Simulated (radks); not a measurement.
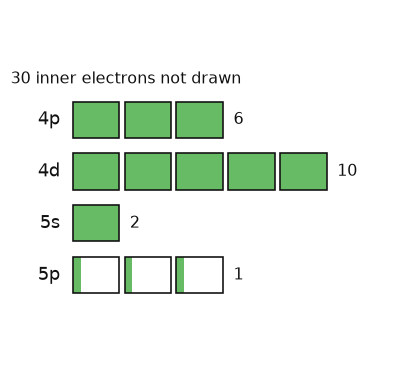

*The outer shells as the input fills them: a box for each of the 2l + 1 orbitals, shaded by the share of the shell that is filled, with the electron count at the right.*

# Run report: In, atomic calculation

- system: atomic indium (In) in the configuration [Kr] 4d10 5s2 5p1 (open shells shared over both j by 2j + 1).
- method: Dirac Kohn-Sham, PBE, spin-unpolarised, spherical densities, finite nucleus (the in-house radial solver radks)

Input:
```
Z 49
configuration [Kr] 4d10 5s2 5p1
relativity Dirac
functional pbe,pbe
spin unpolarised
j_filling average
nucleus finite rms 4.6156 fm
c 137.035999084
history 2
max_iterations 85
```

Energies in input and log are in hartree, lengths in bohr (the nuclear radius in fm).

Hardware: 1 thread of Arm Neoverse V2, 23 GiB of memory available, shared host.

The run was one of a batch that the task file lists, launched with:
```bash
python <driver script> task.json out
```

Output:
```
1s1/2   1   2.0000       -1019.24808050
2s1/2   1   2.0000        -152.56931003
2p1/2   1   2.0000        -142.28121949
2p3/2   1   4.0000        -134.53175223
3s1/2   1   2.0000         -28.95286618
3p1/2   1   2.0000         -24.80068605
3p3/2   1   4.0000         -23.40091500
3d3/2   1   4.0000         -16.05748439
3d5/2   1   6.0000         -15.77070882
4s1/2   1   2.0000          -4.39400292
4p1/2   1   2.0000          -3.03831993
4p3/2   1   4.0000          -2.79402216
4d3/2   1   4.0000          -0.70303554
4d5/2   1   6.0000          -0.67145442
5s1/2   1   2.0000          -0.30159411
5p1/2   1   0.3333          -0.10017849
5p3/2   1   0.6667          -0.08919060
Etot -5883.07220068139
Ekin 6181.425437723248
Encl -14276.524071718597
Eh 2371.9432906856186
Exc -159.91685737165972
err 6.290534044178728e-09
it 18
```

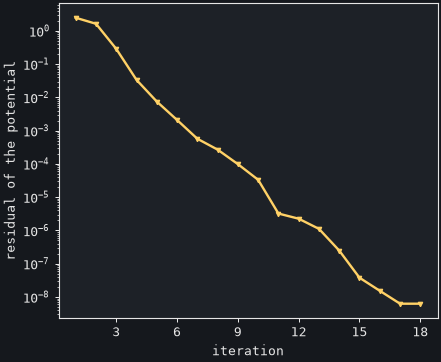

*Convergence: residual of the potential against the iteration.*

The residual falls almost steadily, with no more than small rises or pauses. It goes from 2.5 to 6.3×10⁻⁹ in 18 steps.

What the run reported:

```tsv
quantity	value
outcome	converged
total energy	−5883.0722 hartree
kinetic energy	6181.4254 hartree
electron–nucleus energy	−14276.5241 hartree
Hartree energy	2371.9433 hartree
exchange–correlation energy	−159.916857 hartree
radius at density 0.001 e/bohr³	4.63 bohr
SCF iterations	18
```

What is odd here:

A numerical setting was moved from its usual value: mixing history nhist = 2. The program ran to the end, and its total energy equals that of the same run with the usual input (−5883.07220 hartree) within 10⁻⁵ hartree, so the oddity leaves no trace in it.
